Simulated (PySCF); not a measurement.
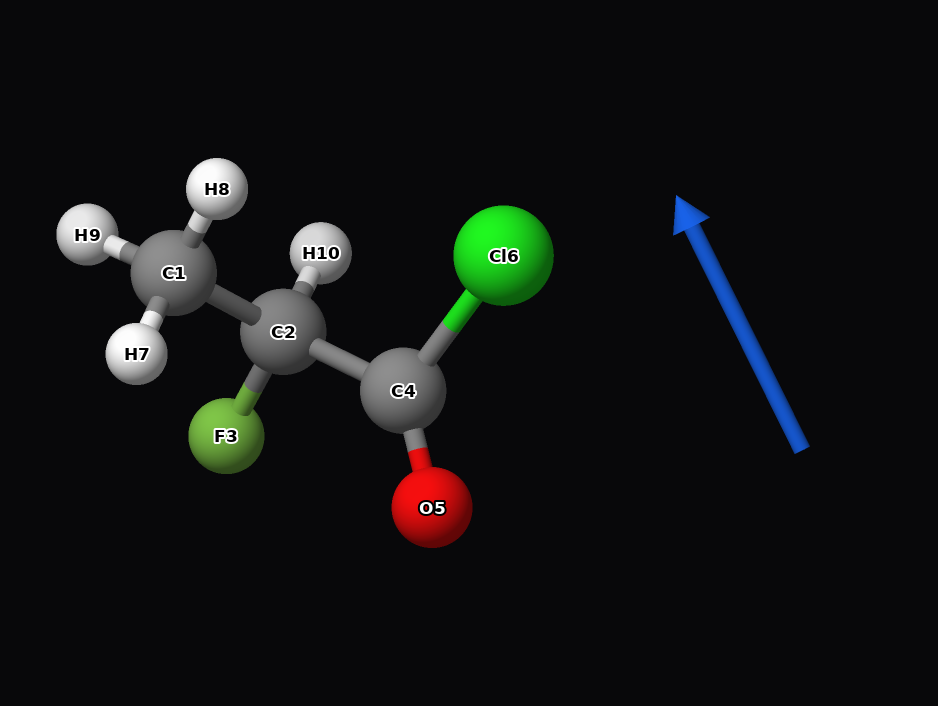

The arrow beside the molecule shows the direction of the dipole moment, from the negative to the positive end (its length means nothing). The computed structure is the end point of a GFN2-xTB optimisation. No frequency run is at hand to confirm it as a minimum. Level of theory: CAM-B3LYP/def2-SVPD, gas phase (PySCF 2.14.0).

How large is the dipole moment?

3.08 D; it points from the side of O5 to the side of H8, H9 (the outermost atoms at the two ends).
